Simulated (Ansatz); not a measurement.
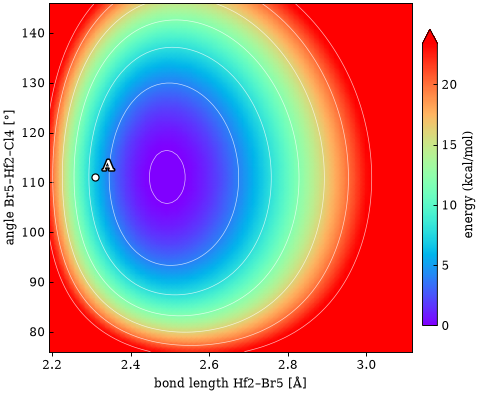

BrClF₂Hf, SMILES [F][Hf]([F])([Cl])[Br]. Coordinates scanned: (1) bond length Hf2–Br5; (2) angle Br5–Hf2–Cl4. Nothing is relaxed (all other coordinates rigid). Grid: 9 × 9 points. Energies are in kcal/mol, from the lowest grid point. Computed with Ansatz, RKS CAM-B3LYP-D4/def2-SVP.

Drawn: a smooth colour map with a few white contour lines, one colour for all values above the top of the scale, the point A. Between grid points the surface is interpolated.

**Is A at rest? If not, where is it pushed?**

A, at bond length Hf2–Br5 = 2.308 Å, angle Br5–Hf2–Cl4 = 111.0°, is not a stationary point. The computed force is 86 kcal/mol for each Å towards larger values of bond length Hf2–Br5 and nearly zero along angle Br5–Hf2–Cl4.
